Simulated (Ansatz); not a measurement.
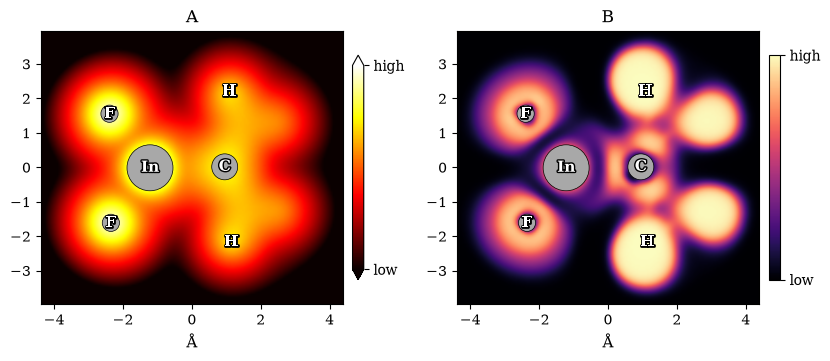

C3H7F2In (SMILES C[CH](C)[In]([F])[F]): 2 fields on the plane of atoms C2, In6 and F5, with unlabelled colour scales. Grey discs cover the atomic cores.

Geometry: PBE0-D4/def2-SVP; core potentials replace the inner electrons of In.

All numbers below come from isolated molecule in a Gaussian basis; Kohn-Sham density functional theory, functional PBE0 in Ansatz.

Input file:

```
basis:
  gaussian:
    orbitals: def2-SVPD
crystal:
  periodic: [false, false, false]
  atoms:
    - {symbol: C, position_ang: [-0.678631, -0.333184, 1.322993]}
    - {symbol: C, position_ang: [0.343699, 0.100694, 0.281772]}
    - {symbol: C, position_ang: [0.994641, -1.061298, -0.455408]}
    - {symbol: F, position_ang: [0.062958, 1.830854, -2.958215]}
    - {symbol: F, position_ang: [-2.007091, 2.744579, -0.741232]}
    - {symbol: In, position_ang: [-0.522027, 1.519010, -1.112717]}
    - {symbol: H, position_ang: [-0.196732, -0.983008, 2.074943]}
    - {symbol: H, position_ang: [-1.501040, -0.914244, 0.876377]}
    - {symbol: H, position_ang: [-1.124683, 0.518577, 1.857728]}
    - {symbol: H, position_ang: [1.125390, 0.709448, 0.768099]}
    - {symbol: H, position_ang: [0.254157, -1.677698, -0.989418]}
    - {symbol: H, position_ang: [1.505895, -1.724320, 0.264982]}
    - {symbol: H, position_ang: [1.743474, -0.729401, -1.189905]}
hamiltonian:
  xc: {name: PBE0}
output: {forces: true, orbitals: {seedname: orbitals}}
```

Run with:

```sh
ansatz run input.yaml --threads 2 --pin off --max-ram 6090MiB --events-out events.jsonl --progress --plain --runs-dir runs
```

> The panels show electron density and electron localisation function in some order. Assign them.

Panel A: electron density. Panel B: electron localisation function. From the grid: In–F (1.96 Å): ρ is about 0.7 e/Å³ halfway; the ELF peaks at about 0.85 in the valence shell of F, 0.6 Å from its nucleus, and drops to about 0.10 between the two atoms. C–In (2.17 Å): ρ at the midpoint is about 0.65 e/Å³; the ELF peaks at about 0.85 in the valence shell of C, 0.7 Å from its nucleus, and drops to about 0.20 between the two atoms.
